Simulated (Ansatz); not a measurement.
# doublet CH5BOSi+: levels of theory compared

Aim: a comparison of 5 runs (U-revPBE/def2-SVP, U-wB97X/def2-SVP, UBHLYP/def2-SVP, UPBE0/def2-SVP, UMP2/def2-SVP) of doublet CH5BOSi+. 

The results are computed with Ansatz 0.2.0.

123 further runs of the same task are left out: 123 set aside as unsound or not needed.

## 1. The system as given

CH5BOSi+ has 9 atoms, charge +1, and is taken as a doublet. As SMILES of the parent species, `B[SiH2]C=O`. Geometry: relaxed at PBE0-D4/def2-TZVP. That shape belongs to the parent species and isn't relaxed for this state.

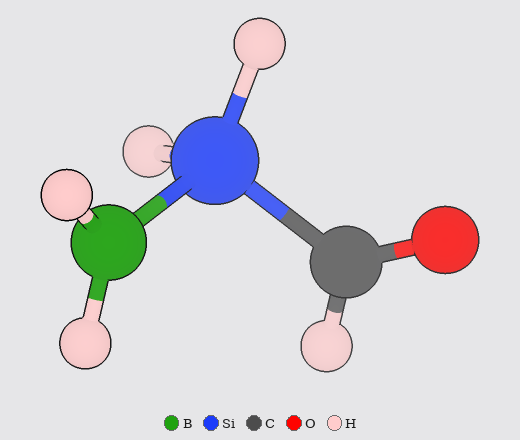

The structure, seen from a chosen angle (boron green, silicon blue, carbon dark grey, oxygen red, hydrogen pink).

## 2. The energy at U-revPBE/def2-SVP (run 1)

job.yaml reads:

```yaml
crystal:
  periodic: [false, false, false]
  atoms:
    - {symbol: B, position_ang: [-0.950100, 0.850000, -1.073100]}
    - {symbol: Si, position_ang: [0.610800, -0.206000, -0.386500]}
    - {symbol: C, position_ang: [0.330600, -0.553700, 1.494500]}
    - {symbol: O, position_ang: [1.022800, -0.098400, 2.365800]}
    - {symbol: H, position_ang: [-2.057600, 0.518200, -0.767000]}
    - {symbol: H, position_ang: [-0.828800, 1.799400, -1.786900]}
    - {symbol: H, position_ang: [1.958100, 0.387600, -0.570700]}
    - {symbol: H, position_ang: [0.542000, -1.540900, -1.055900]}
    - {symbol: H, position_ang: [-0.539200, -1.202400, 1.762900]}
basis:
  gaussian: {orbitals: def2-SVP}
total_charge: 1
magnetization: {spin_polarized: true, initial_magnetization: 1}
hamiltonian: {xc: {name: revPBE}}
accuracy: high
output: {orbitals: {seedname: orbitals}}
```

The run is started by

```
$ ansatz run job.yaml --threads 1 --pin off --max-ram 3480MiB --events-out events.jsonl --progress --plain --runs-dir runs
```

The log of the run:

```text
Warning: RAYON_NUM_THREADS=1 ignored (pool sized by the plan → 1); use --threads N
Functional definition: revPBE
  name "revPBE"
  parameter kappa = 1.245
  parameter beta = 0.06672455060314922
  exchange = pbe_x(kappa = kappa, mu = beta*pi^2/3)
  correlation = pbe_c(beta = beta)
1927 factors; integrals over basis functions are off by at most 3.7e-9 eV
mean field evaluation 1: about -11687.1959 eV, gradient 4.9e1 eV
mean field evaluation 2: about -11456.2157 eV, gradient 1.5e2 eV
mean field evaluation 4: about -11692.0393 eV, gradient 4.0e1 eV
mean field evaluation 8: about -11700.2963 eV, gradient 1.6e0 eV
mean field evaluation 16: about -11700.3065 eV, gradient 5.5e-3 eV
mean field evaluation 32: about -11700.3065 eV, gradient 1.1e-8 eV
mean field -11700.30645172 eV, -429.9783313483 hartree, gradient 1.1e-8 eV, S^2 0.753610; 2 other end points of the search recorded, 0 dependent functions left out
reference -11700.30645611 eV, -429.9783315096 hartree; 19, 18 occupied and 66, 67 virtual orbitals, 1927 factors
Total energy: -11700.30645611 eV, -429.9783315096 hartree
```

Run time: 11 s. Hardware: 1 thread of Arm Neoverse V2, shared host; peak memory 0.27 GiB.

## 3. The energy at U-wB97X/def2-SVP (run 2)

run.yaml reads:

```yaml
crystal:
  periodic: [false, false, false]
  atoms:
    - {symbol: B, position_ang: [-0.950100, 0.850000, -1.073100]}
    - {symbol: Si, position_ang: [0.610800, -0.206000, -0.386500]}
    - {symbol: C, position_ang: [0.330600, -0.553700, 1.494500]}
    - {symbol: O, position_ang: [1.022800, -0.098400, 2.365800]}
    - {symbol: H, position_ang: [-2.057600, 0.518200, -0.767000]}
    - {symbol: H, position_ang: [-0.828800, 1.799400, -1.786900]}
    - {symbol: H, position_ang: [1.958100, 0.387600, -0.570700]}
    - {symbol: H, position_ang: [0.542000, -1.540900, -1.055900]}
    - {symbol: H, position_ang: [-0.539200, -1.202400, 1.762900]}
basis:
  gaussian: {orbitals: def2-SVP}
total_charge: 1
magnetization: {spin_polarized: true, initial_magnetization: 1}
hamiltonian: {xc: {name: wB97X}}
accuracy: high
output: {orbitals: {seedname: orbitals}}
```

The run is started by

```
$ ansatz run run.yaml --threads 1 --pin off --max-ram 3480MiB --events-out events.jsonl --progress --plain --runs-dir runs
```

The log of the run, cut to the lines that bear on the results:

```text
Warning: RAYON_NUM_THREADS=1 ignored (pool sized by the plan → 1); use --threads N
Functional definition: wB97X
  name "wB97X"
[...]
      + exact_x_lr(omega)
[...]
      + integral(e_c_pw_opposite_spin*poly(b97_u_opposite, 1, cos1, cos2, cos3, cos4))
1927 factors; integrals over basis functions are off by at most 3.7e-9 eV
374 factors; integrals over basis functions are off by at most 2.7e-9 eV
[...]
mean field -11701.45957739 eV, -430.0207079349 hartree, gradient 3.9e-8 eV, S^2 0.758173; 0 other end points of the search recorded, 0 dependent functions left out
reference -11701.45957452 eV, -430.0207078293 hartree; 19, 18 occupied and 66, 67 virtual orbitals, 1927 factors
Total energy: -11701.45957452 eV, -430.0207078293 hartree
```

Wall time 62 s (1 thread of Arm Neoverse V2, shared host); peak memory 0.79 GiB.

## 4. A single-point energy at UBHLYP/def2-SVP (run 3)

run.yaml, as its differences from that of step 3:

```diff
@@ -14,6 +14,6 @@
   gaussian: {orbitals: def2-SVP}
+magnetization: {spin_polarized: true, initial_magnetization: 1}
 total_charge: 1
-magnetization: {spin_polarized: true, initial_magnetization: 1}
-hamiltonian: {xc: {name: wB97X}}
 accuracy: high
 output: {orbitals: {seedname: orbitals}}
+hamiltonian: {xc: {name: BHLYP}}
```

The run is started by

```
$ ansatz run run.yaml --threads 1 --pin off --max-ram 3480MiB --events-out events.jsonl --progress --plain --runs-dir runs
```

The log of the run:

```text
Warning: RAYON_NUM_THREADS=1 ignored (pool sized by the plan → 1); use --threads N
Functional definition: BHLYP
  name "BHLYP"
  parameter a = 0.5
  exchange = (1 - a)*b88_x + a*exact_x
  correlation = lyp_c
1927 factors; integrals over basis functions are off by at most 3.7e-9 eV
mean field evaluation 1: about -11691.5454 eV, gradient 4.1e1 eV
mean field evaluation 2: about -11638.4198 eV, gradient 9.8e1 eV
mean field evaluation 4: about -11699.6837 eV, gradient 6.3e0 eV
mean field evaluation 8: about -11700.5371 eV, gradient 5.6e-1 eV
mean field evaluation 16: about -11700.6022 eV, gradient 1.9e-2 eV
mean field evaluation 32: about -11700.6022 eV, gradient 1.1e-6 eV
mean field -11700.60224247 eV, -429.9892014576 hartree, gradient 7.1e-8 eV, S^2 0.763099; 0 other end points of the search recorded, 0 dependent functions left out
reference -11700.60227121 eV, -429.9892025138 hartree; 19, 18 occupied and 66, 67 virtual orbitals, 1927 factors
Total energy: -11700.60227121 eV, -429.9892025138 hartree
```

Run time: 15 s. Hardware: 1 thread of Arm Neoverse V2, shared host; peak memory 0.37 GiB.

Run 4 isn't shown in full; the table further down has it.

## 5. A single-point energy at UMP2/def2-SVP (run 5)

in.yaml reads:

```yaml
crystal:
  periodic: [false, false, false]
  atoms:
    - symbol: B
      position_ang: [-0.950100, 0.850000, -1.073100]
    - symbol: Si
      position_ang: [0.610800, -0.206000, -0.386500]
    - symbol: C
      position_ang: [0.330600, -0.553700, 1.494500]
    - symbol: O
      position_ang: [1.022800, -0.098400, 2.365800]
    - symbol: H
      position_ang: [-2.057600, 0.518200, -0.767000]
    - symbol: H
      position_ang: [-0.828800, 1.799400, -1.786900]
    - symbol: H
      position_ang: [1.958100, 0.387600, -0.570700]
    - symbol: H
      position_ang: [0.542000, -1.540900, -1.055900]
    - symbol: H
      position_ang: [-0.539200, -1.202400, 1.762900]
basis:
  gaussian:
    orbitals: def2-SVP
total_charge: 1
magnetization:
  spin_polarized: true
  initial_magnetization: 1
correlation:
  method: mp2
  frozen_orbitals: {B: 1, C: 1, H: 0, O: 1, Si: 5}
accuracy: high
```

The run is started by

```
$ ansatz run in.yaml --threads 1 --pin off --max-ram 3480MiB --events-out events.jsonl --progress --plain --runs-dir runs
```

The log of the run, cut to the lines that bear on the results:

```text
Warning: RAYON_NUM_THREADS=1 ignored (pool sized by the plan → 1); use --threads N
Functional definition: HF
  name "HF"
[...]
1927 factors; integrals over basis functions are off by at most 3.7e-9 eV
[...]
mean field -11665.16559811 eV, -428.6869287973 hartree, gradient 9.9e-8 eV, S^2 0.786516; 3 other end points of the search recorded, 0 dependent functions left out
8 core orbitals not correlated: weight in the atoms' cores, before any rotation towards them, 1.000 or more for the frozen orbitals, at most 0.000 for the correlated occupied ones
reference -11665.16559811 eV, -428.6869287973 hartree; 11, 10 occupied and 66, 67 virtual orbitals, 1927 factors
second order -11.99631423 eV of doubles, -0.00000000 eV of singles
Total energy: -11677.16191234 eV, -429.1277852137 hartree
```

It took 5.1 s on 1 thread of Arm Neoverse V2, shared host; peak memory 0.34 GiB.

## 6. All runs side by side

| run | level | frozen core orbitals | energy (Eh) | HOMO energy (eV) | LUMO energy (eV) | ⟨S²⟩ | wall time |
| --- | --- | --- | --- | --- | --- | --- | --- |
| 1 | U-revPBE/def2-SVP | – | -429.978332 | -13.12 | -12.31 | 0.754 | 11 s |
| 2 | U-wB97X/def2-SVP | – | -430.020708 | -16.43 | -9.37 | 0.758 | 62 s |
| 3 | UBHLYP/def2-SVP | – | -429.989203 | -15.20 | -10.12 | 0.763 | 15 s |
| 4 | UPBE0/def2-SVP | – | -429.775798 | -14.20 | -11.46 | 0.758 | 15 s |
| 5 | UMP2/def2-SVP | 8 | -429.127785 | – | – | 0.787 | 5.1 s |

## 7. Outcome

| quantity | value |
| --- | --- |
| run 5: total energy | -429.12779 Eh |
| run 5: correlation energy (8 core orbitals frozen) | -440.9 mEh |
| run 5: ⟨S²⟩ of the reference determinant | 0.787 |

What this shows: Totals of different functionals can't be ranked against each other. All runs together took 1.8 min, the longest 62 s.
